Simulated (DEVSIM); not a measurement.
System: Ti/SiO2/p-Si capacitor, at 300 K.

| layer (left to right) | material | thickness (nm) | Na (cm⁻³) |
|---|---|---|---|
| 1 | SiO2 | 15.0 | - |
| 2 | Si | 410 | 2e18 |

Metal gate on the left, work function 4.33 eV. Fixed charge at the semiconductor interface 0 cm⁻² (in units of +e); no interface traps.

This is a model device: material constants are rounded textbook-type values typed into the input, and sizes, dopings and lifetimes were drawn at random. Values at 300 K.

| parameter | SiO2 | Si |
|---|---|---|
| gap (eV) | 9 | 1.124 |
| affinity (eV) | 0.9 | 4.05 |
| permittivity | 3.9 | 11.7 |
| Nc (cm⁻³) | - | 2.86e19 |
| Nv (cm⁻³) | - | 3.1e19 |

DEVSIM, 1D Poisson equation in equilibrium, Boltzmann statistics, complete ionisation; no quantum confinement or tunnelling. Metal contacts follow the ideal Schottky-Mott rule: no Fermi-level pinning, no interface dipoles.

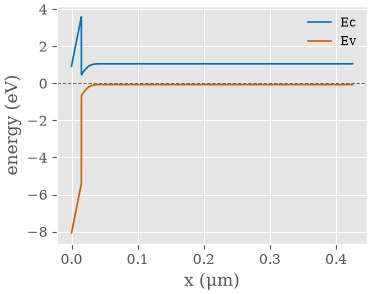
*Band edges at 2.5 V on the gate*

Energies count from the Fermi level of the right contact; mesh points crowd at the junctions.

| x (μm) | Ec (eV) | Ev (eV) | n (cm⁻³) | p (cm⁻³) | field (V/cm) |
|---|---|---|---|---|---|
| 0.000 | 0.930 | -8.070 | < 1e2 | < 1e2 | 1800000 |
| 0.0009948 | 1.107 | -7.893 | < 1e2 | < 1e2 | 1800000 |
| 0.002706 | 1.413 | -7.587 | < 1e2 | < 1e2 | 1800000 |
| 0.005650 | 1.938 | -7.062 | < 1e2 | < 1e2 | 1800000 |
| 0.01091 | 2.877 | -6.122 | < 1e2 | < 1e2 | 1800000 |
| 0.01320 | 3.286 | -5.714 | < 1e2 | < 1e2 | 1800000 |
| 0.01453 | 3.523 | -5.477 | < 1e2 | < 1e2 | 1800000 |
| 0.01577 | 0.501 | -0.623 | 1.1e11 | 1.0e9 | 570000 |
| 0.01750 | 0.595 | -0.529 | 2.9e9 | 4.0e10 | 520000 |
| 0.02080 | 0.749 | -0.375 | 7600000 | 1.5e13 | 420000 |
| 0.02705 | 0.948 | -0.176 | 3400 | 3.4e16 | 220000 |
| 0.04557 | 1.053 | -0.071 | < 1e2 | 2.0e18 | 1200 |
| 0.07405 | 1.053 | -0.071 | < 1e2 | 2.0e18 | ≈ 0 |
| 0.1281 | 1.053 | -0.071 | < 1e2 | 2.0e18 | ≈ 0 |
| 0.2633 | 1.053 | -0.071 | < 1e2 | 2.0e18 | ≈ 0 |
| 0.3403 | 1.053 | -0.071 | < 1e2 | 2.0e18 | ≈ 0 |
| 0.3824 | 1.053 | -0.071 | < 1e2 | 2.0e18 | ≈ 0 |
| 0.4031 | 1.053 | -0.071 | < 1e2 | 2.0e18 | ≈ 0 |
| 0.4162 | 1.053 | -0.071 | < 1e2 | 2.0e18 | ≈ 0 |
| 0.4209 | 1.053 | -0.071 | < 1e2 | 2.0e18 | ≈ 0 |
| 0.4234 | 1.053 | -0.071 | < 1e2 | 2.0e18 | ≈ 0 |
| 0.4250 | 1.053 | -0.071 | < 1e2 | 2.0e18 | ≈ 0 |
